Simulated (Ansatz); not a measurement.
**Ga₃SbN₂: density, localisation and related maps**

```cif
data_structure
_symmetry_space_group_name_H-M 'P 1'
_symmetry_Int_Tables_number 1
_cell_length_a 3.1976
_cell_length_b 3.1976
_cell_length_c 19.8543
_cell_angle_alpha 90.000
_cell_angle_beta 90.000
_cell_angle_gamma 90.000
_cell_volume 203.00
loop_
_atom_site_label
_atom_site_type_symbol
_atom_site_fract_x
_atom_site_fract_y
_atom_site_fract_z
_atom_site_occupancy
N1 N 0.00000 0.00000 0.19245 1
N2 N 0.50000 0.50000 0.69245 1
Ga1 Ga 0.00000 0.50000 0.25000 1
Ga2 Ga 0.50000 0.00000 0.75000 1
N3 N 0.50000 0.50000 0.30755 1
N4 N 0.00000 0.00000 0.80755 1
Ga3 Ga 0.50000 0.00000 0.36776 1
Ga4 Ga 0.00000 0.50000 0.86776 1
Sb1 Sb 0.50000 0.50000 0.00000 1
Sb2 Sb 0.00000 0.00000 0.50000 1
Ga5 Ga 0.50000 0.00000 0.13224 1
Ga6 Ga 0.00000 0.50000 0.63224 1
```

Space group I-4m2; started from the ordered alloy on zincblende lattice prototype, which need not be the ambient phase.

Method: DFT, PBE, plane waves, PAW in Ansatz 0.2.0.

In a PAW calculation such maps are meaningful between the atoms, not at the nuclei.

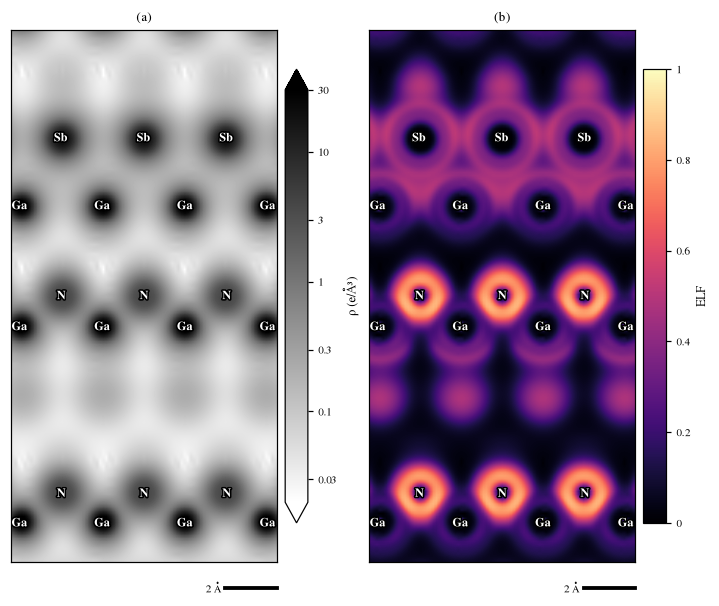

Figure 1. (a) valence electron density; (b) electron localisation function on the (010) plane of the conventional cell.

> What do the fields say about this system?

- The section cuts through N, Ga and Sb sites.
- Ga–N (1.97 Å): ρ at the midpoint is about 0.71 e/Å³; the ELF peaks at about 0.85 in the valence shell of N, 0.7 Å from its nucleus, and is about 0.45 at the midpoint.
- Ga–Sb (3.07 Å): the density is about 0.2 e/Å³ at the midpoint; the ELF is about 0.45 at the midpoint.
- Sb–Sb (3.20 Å): the density is about 0.22 e/Å³ at the midpoint; the ELF is about 0.45 at the midpoint.
- Between the atoms the lowest density in this plane is 0.009 e/Å³.

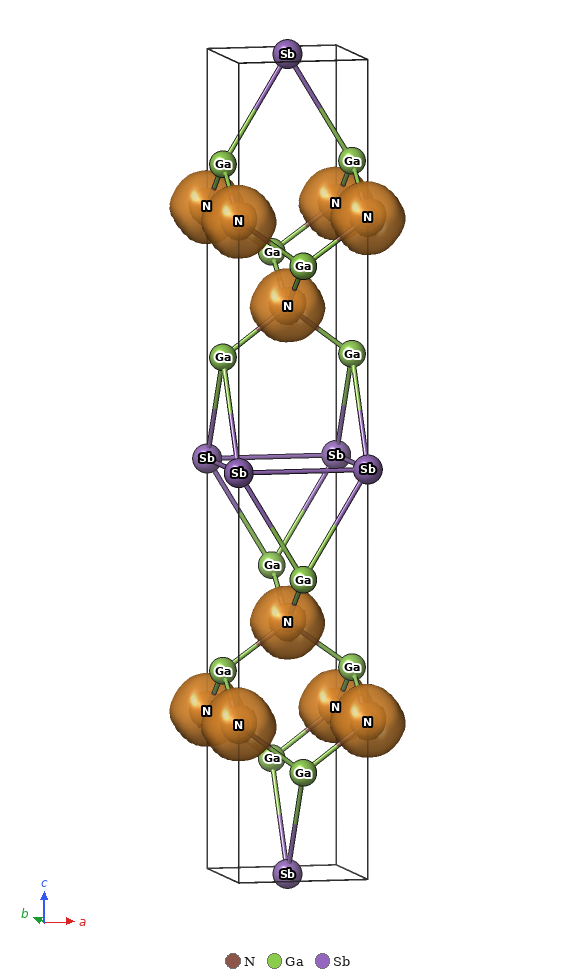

Figure 2. Isosurface of the electron localisation function at 0.7 (orange), seen slightly off an axis. Core shells and regions of very low density are left out. Sticks mark near contacts.

> Identify the bonds, lone pairs and shells in this picture.

The ELF exceeds this value in four regions wrapped around N (the valence shell of each), counted in one cell of 12 atoms. Any copies at cell faces, edges or corners count once.
